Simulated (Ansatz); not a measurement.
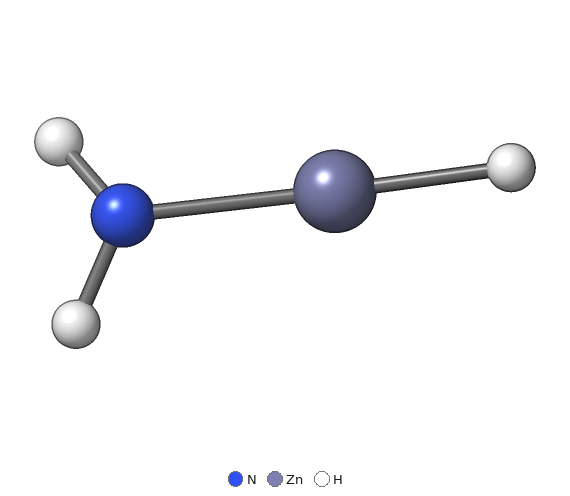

A ball-and-stick model of a molecule.

**Give the formula.**

H₃NZn, 5 atoms: 3 hydrogen, 1 nitrogen and 1 zinc.

**What is its SMILES?**

[NH2][ZnH]

**How many bonds of each kind are drawn?**

2 N–H, 1 N–Zn, 1 Zn–H.

More results for the same structure follow; atom numbers are the same in all pictures, views and colours differ. The computed structure is the end point of a PBE0-D4/def2-TZVP optimisation.

**Shape**

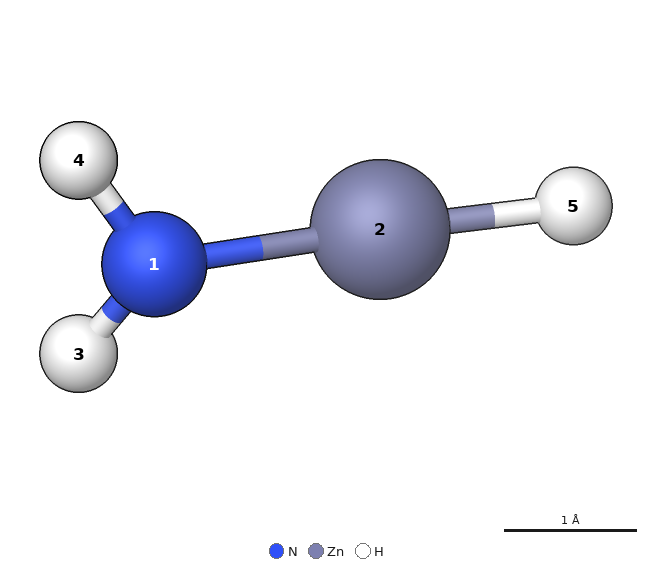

The atoms are numbered.

List the bonds and their lengths.

```json
{"bond": "N1–Zn2", "length (Å)": "1.817"}
{"bond": "N1–H3", "length (Å)": "1.009"}
{"bond": "N1–H4", "length (Å)": "1.009"}
{"bond": "Zn2–H5", "length (Å)": "1.523"}
```

**Electronic properties**

Method: RKS PBE0-D4/def2-SVP (Ansatz 0.2.0).

**Give the HOMO energy (Kohn–Sham orbital) at this level.**

−6.21 eV.

**What is the HOMO–LUMO gap?**

6.76 eV.

**Thermal motion**

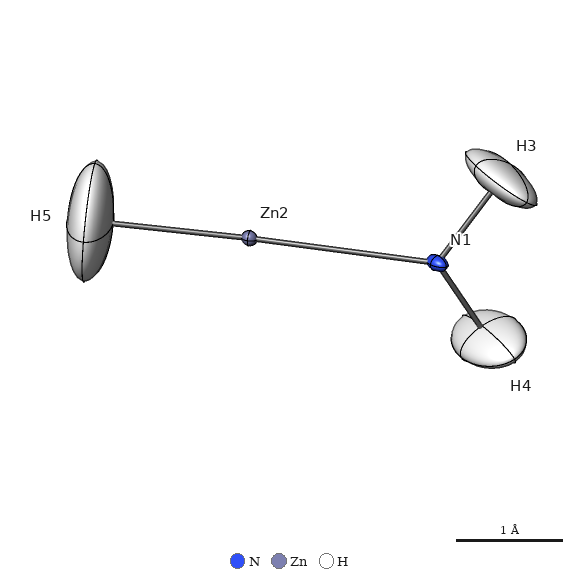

Displacement ellipsoids at the 50 % level, enlarged 1.5 times, from the internal vibrations of the free molecule (harmonic, no overall translation or rotation; no half-axis is drawn under 0.075 Å). Vibrations computed with RKS PBE0-D4/def2-TZVP (Ansatz 0.2.0). Temperature: 600 K.

**Which atom has the largest mean-square displacement?**

H5, with U_eq = 0.0436 Å².

**Does H4 move more along its bond or across it?**

Across it: the root-mean-square amplitude is 0.071 Å along the bond and up to 0.250 Å across, since bending and torsion are softer than stretching.

List U_eq and the three principal root-mean-square amplitudes for each kind of atom.

| atom | U_eq (Å²) | rms amplitudes (Å) |
| --- | --- | --- |
| N1 | 0.0016 | 0.018, 0.037, 0.055 |
| Zn2 | 0.00007 | 0.007, 0.007, 0.011 |
| H3, H4 | 0.0288 | 0.070, 0.138, 0.250 |
| H5 | 0.0436 | 0.093, 0.243, 0.251 |

**Charges**

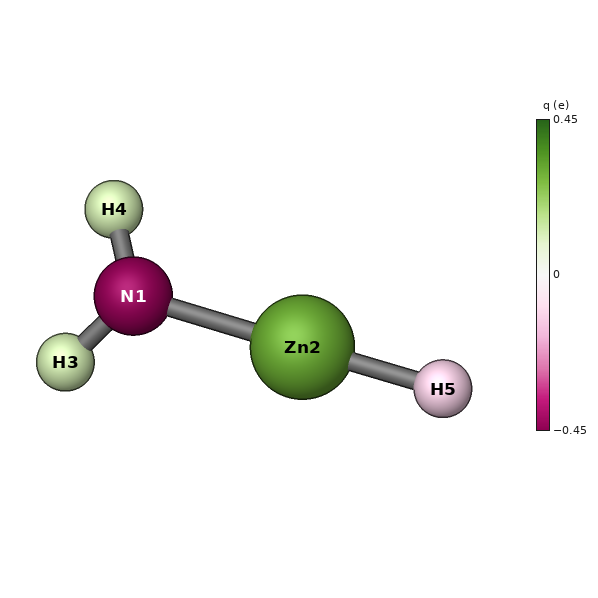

Atoms are coloured by their Mulliken charges. Properties computed with RKS B3LYP-D4/def2-TZVPP (Ansatz 0.2.0).

Give the Mulliken charges atom by atom.

```
atom  value (e)
  N1      −0.44
 Zn2       0.30
  H3       0.12
  H4       0.12
  H5      −0.12
```

Mulliken values depend strongly on the basis set and can even reverse the polarity of a bond.
